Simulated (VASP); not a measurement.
Given:

```
CELL_PARAMETERS angstrom
     -1.56396     1.56396     1.56396
      1.56396    -1.56396     1.56396
      1.56396     1.56396    -1.56396
ATOMIC_POSITIONS crystal
  Mo 0.00000 0.00000 0.00000
```

Method: AM05 GGA, VASP's PBE PAW potentials (set 64) (plane waves; VASP 6.6.1). Numerical set-up: 520 eV cut-off, 18×18×18 Γ-centred mesh, tetrahedra with Blöchl corrections, potentials Mo_sv.

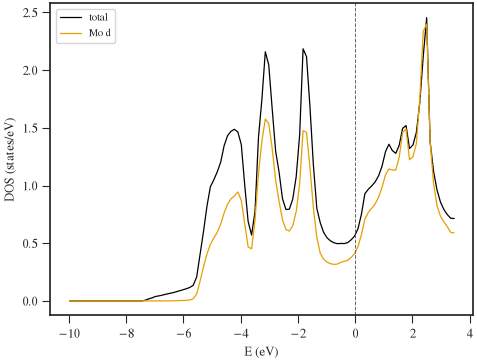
Fig. 1. Total and projected density of states, zero at the Fermi level

Within 2 eV below the Fermi level the largest weight inside VASP's projection spheres is Mo d.

It has no gap at this level: it comes out as a metal or semimetal.

The compound is Mo in the bcc structure. It was relaxed first.
